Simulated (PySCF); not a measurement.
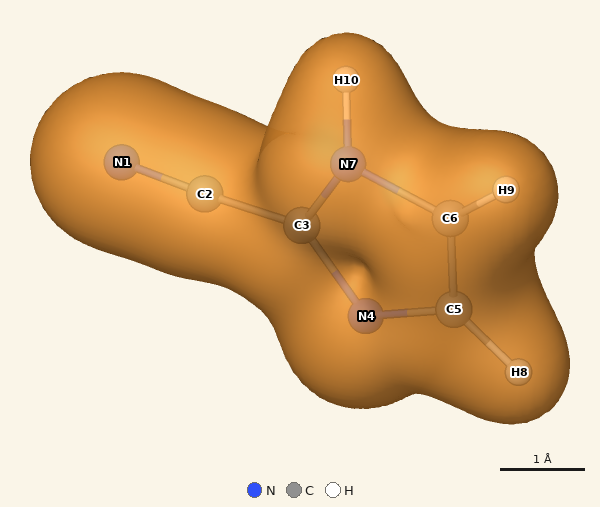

The picture shows: C₄H₃N₃ (SMILES [N-]=[C]c1ncc[nH]1) (charge −1, doublet). Isosurface of the electron density at 0.2 e/Å³ (orange), seen at a tilt.

Geometry: GFN2-xTB.

Level of theory: UKS B3LYP, pcH-1 on C H N, non-relativistic, mean-field spin-orbit, GIAO in PySCF 2.14.0, density-fitted response routines.

```xyz
10

N     3.3187   -0.3630    0.3394
C     2.1487   -0.3658    0.1966
C     0.7977   -0.3084    0.0493
N    -0.0880   -1.3439    0.1315
C    -1.2977   -0.7826   -0.0425
C    -1.2391    0.5691   -0.2263
N     0.1273    0.9214   -0.2597
H    -2.1894   -1.3941   -0.0209
H    -2.0058    1.3045   -0.3990
H     0.4365    1.7675    0.2091
```

Question: How is the density connected at this value?

Answer: At this value the surface is in one piece. It bridges the sampled C–N (1.18 Å), C–C (1.36 Å), N–H (1.02 Å) and C–N (1.34 Å) contacts, where the density stays above the isovalue. On the grid the lowest density along these lines, outside the cores, is 3.1 e/Å³ (C–N, 1.18 Å), 2.1 e/Å³ (C–C, 1.36 Å), 2.3 e/Å³ (N–H, 1.02 Å) and 2.3 e/Å³ (C–N, 1.34 Å).
